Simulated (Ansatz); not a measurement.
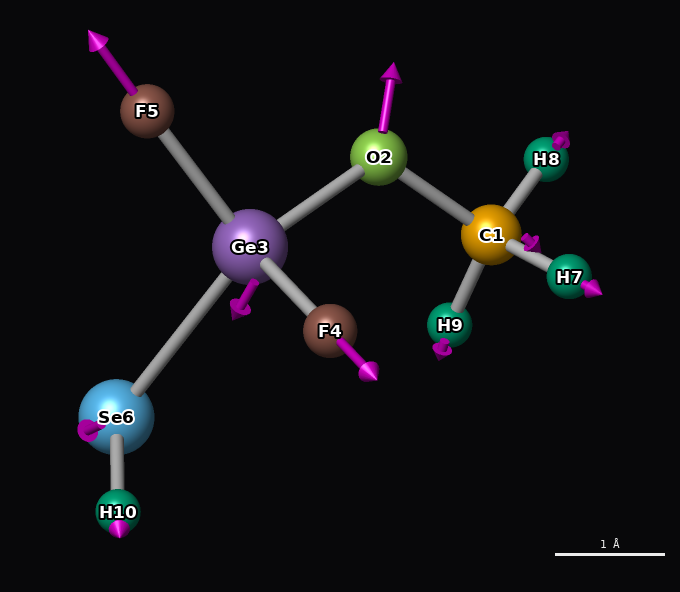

Arrows show the forces on the atoms, 1 Å of arrow for 1 eV/Å; forces under a tenth of the largest aren't drawn. Level of theory: PBE-D4/def2-TZVPP (Ansatz 0.2.0).

List the force components in the frame of the picture (x right, y up, z towards the viewer), in eV/Å.

```tsv
atom	Fx	Fy	Fz
C1	0.16	−0.15	−0.09
O2	0.10	0.65	−0.17
Ge3	−0.21	−0.36	−0.29
F4	0.34	−0.36	0.62
F5	−0.43	0.59	0.29
Se6	−0.21	−0.10	−0.42
H7	0.17	−0.09	0.14
H8	0.11	0.15	−0.15
H9	−0.06	−0.19	−0.14
H10	0.01	−0.14	0.21
```
